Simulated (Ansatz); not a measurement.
```yaml
atoms:
  - { symbol: Zr, position_ang: [0.1524, -0.0561, -0.1411] }
  - { symbol: Cl, position_ang: [0.1501, 0.1297, 2.3022] }
  - { symbol: O, position_ang: [1.9428, -0.3551, -0.7655] }
  - { symbol: H, position_ang: [2.8306, -0.3403, -1.0748] }
  - { symbol: N, position_ang: [-0.6534, 1.6590, -0.8966] }
  - { symbol: H, position_ang: [-1.4806, 1.7241, -1.4643] }
  - { symbol: H, position_ang: [-0.2840, 2.5873, -0.7752] }
  - { symbol: N, position_ang: [-1.0158, -1.5976, -0.7561] }
  - { symbol: H, position_ang: [-1.9808, -1.7196, -0.4931] }
  - { symbol: H, position_ang: [-0.7320, -2.3925, -1.3034] }
  - { symbol: Br, position_ang: [-3.8491, -0.4173, 2.2172] }
  - { symbol: H, position_ang: [-2.5399, -0.1737, 2.6890] }
```

Core potentials replace the inner electrons of Zr.

Computed with RHF/def2-SVP (Ansatz).

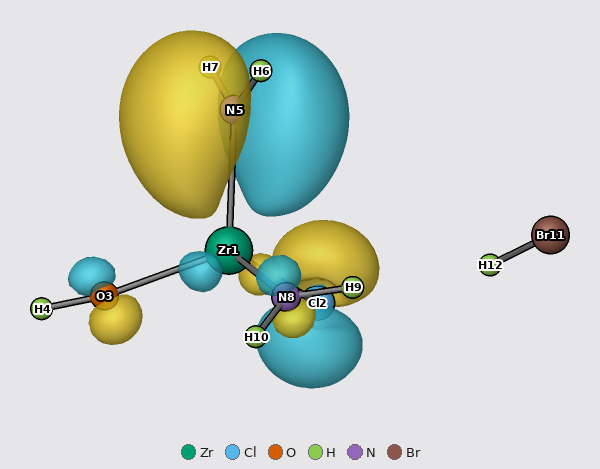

ClH$_{5}$N$_{2}$OZr···HBr. The HOMO at ±0.1 Å⁻³ᐟ² (yellow and cyan are the two phases), seen at a tilt.

> What is the character of this orbital?

Its weight (Hirshfeld) is mainly on N5 (about 65 %), Zr1 (about 10 %) and Cl2 (about 10 %). Its energy is −10.81 eV.
